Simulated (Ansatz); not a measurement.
H2O···OSi

Input

```
crystal:
  periodic: [false, false, false]
  atoms:
    - {symbol: H, position_ang: [-0.487793, 0.426093, -0.620253]}
    - {symbol: O, position_ang: [0.015273, -1.726342, -0.467511]}
    - {symbol: Si, position_ang: [0.509582, -1.237605, 0.887086]}
    - {symbol: O, position_ang: [-0.301286, 0.894819, 0.207952]}
    - {symbol: H, position_ang: [0.264323, 1.643135, -0.007275]}
basis:
  gaussian: {orbitals: def2-TZVPP}
hamiltonian: {xc: pbe0, dispersion: d4}
output: {orbitals: {seedname: orbitals}}
```

Run with:

```sh
ansatz run in.yaml --threads 2 --pin off --events-out ev --progress --plain --max-ram 4352MiB
```

The product side of a reaction path; geometry: PBE0-D4/def2-TZVP.

The calculation used Ansatz, RKS PBE0-D4/def2-TZVPP.

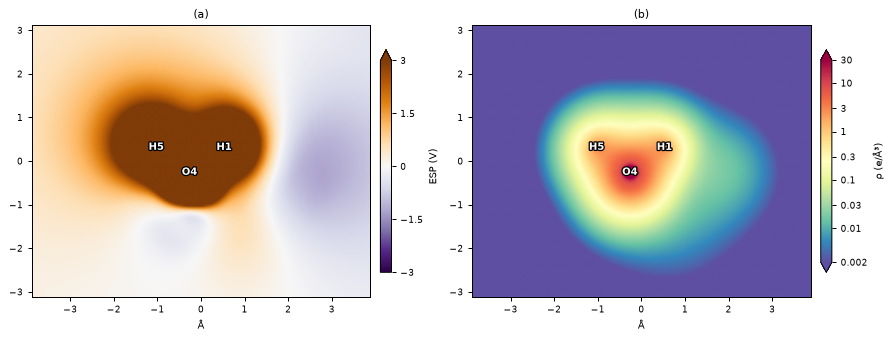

Figure 1. (a) molecular electrostatic potential; (b) electron density on the plane of atoms H1, O4 and H5.

Q: Interpret the plot.

A: The plane passes through H and O nuclei. O–H (0.96 Å): ρ is about 3.8 e/Å³ halfway. Outside the dense part of the complex the potential is most negative (−1.2 V) near O2, which lies off the plane.

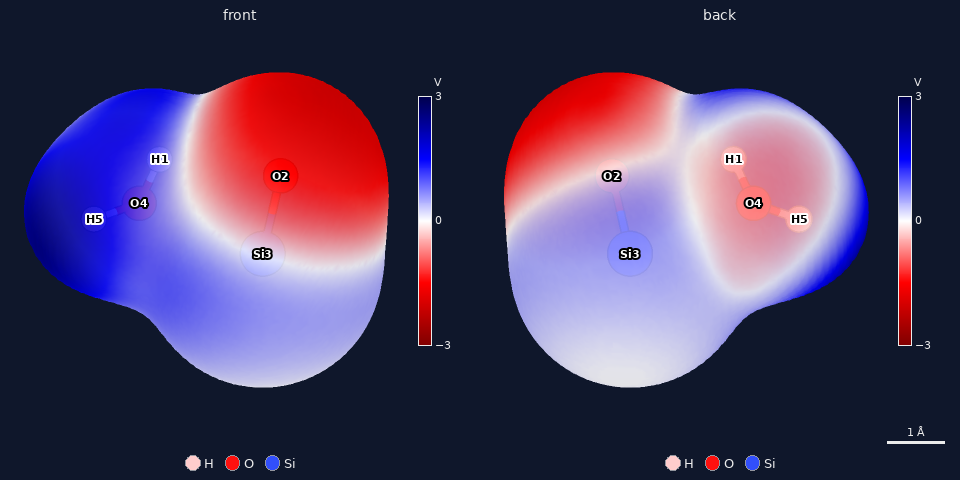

Figure 2. The molecular electrostatic potential painted on the density surface at 0.001 e/bohr³, seen from the front and from behind; red is negative and blue positive.

Q: Where is the surface potential most negative and most positive?

A: The most negative region (about −1.9 V, or −44 kcal/mol for a unit charge) lies over O2, the most positive (about +2.6 V, or +60 kcal/mol for a unit charge) over H5. O2 is the likeliest acceptor of a hydrogen bond.

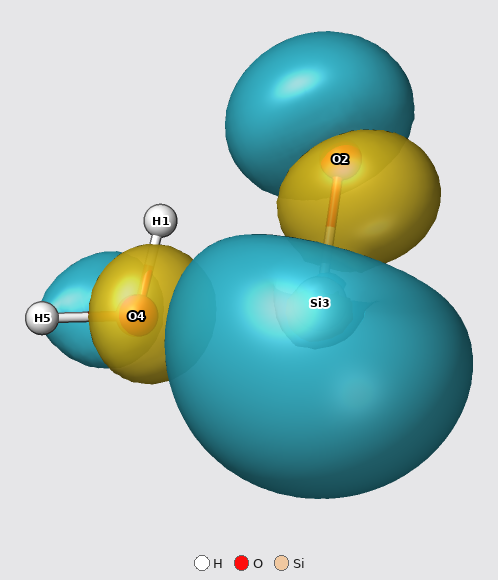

Figure 3. The HOMO at ±0.1 Å⁻³ᐟ² (yellow and cyan are the two phases), seen at a tilt.

Q: Where does this orbital lie, and at what energy?

A: Its weight (Hirshfeld) is mainly on Si3 (about 55 %), O2 (about 30 %) and O4 (about 10 %). Its energy is −7.81 eV.

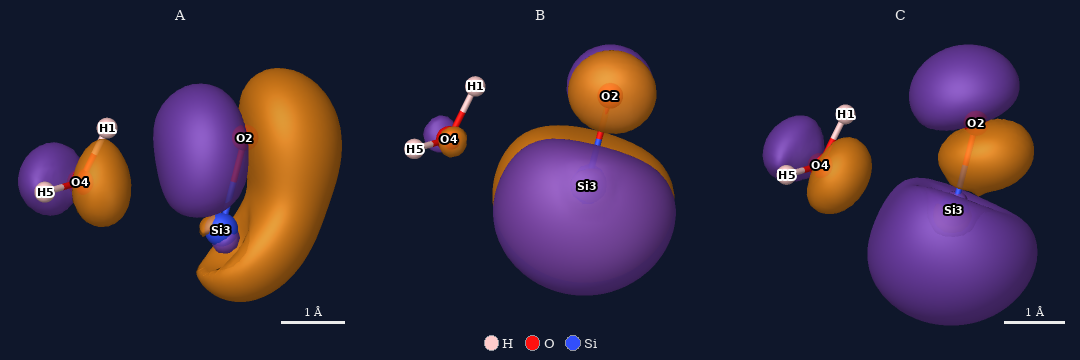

Figure 4. Three frontier orbitals at ±0.1 Å⁻³ᐟ² (orange and purple are the two phases), in no order.

Q: Order the three orbitals by energy and name them.

A: A is the HOMO−1 (−8.60 eV). Its weight (Hirshfeld) is mainly on O2 (about 70 %), Si3 (about 20 %) and O4 (about 5 %). C is the HOMO (−7.81 eV). By Hirshfeld shares it lies mainly on Si3 (about 55 %), O2 (about 30 %) and O4 (about 10 %). B is the LUMO (−1.40 eV). By Hirshfeld shares it lies mainly on Si3 (about 80 %) and O2 (about 15 %).

Q: What is the HOMO–LUMO gap?

A: 6.41 eV between the orbital energies.
